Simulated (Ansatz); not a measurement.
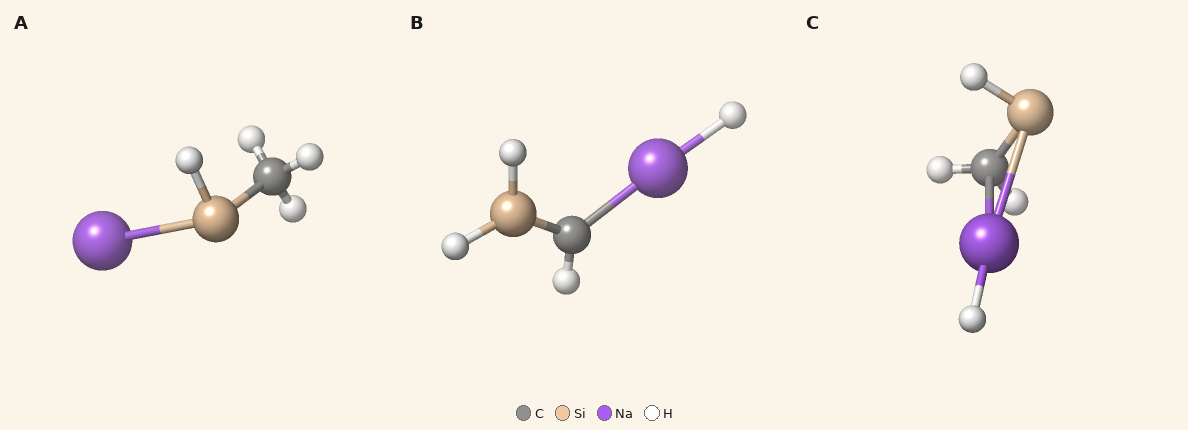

3 stationary structures of one formula. Charge −1, singlet. Geometries: PBE0-D4/def2-TZVPD. Electronic energies: B3LYP-D4/def2-TZVPPD (Ansatz 0.2.0), without zero-point energy. No frequency run is at hand to confirm each as a minimum. Each is one conformer, not always the lowest.

Which is lowest in energy, and by how much?

A is lowest (C1); C lies 8.6 kcal/mol above it (C1), B lies 32.6 kcal/mol above it (Cs).
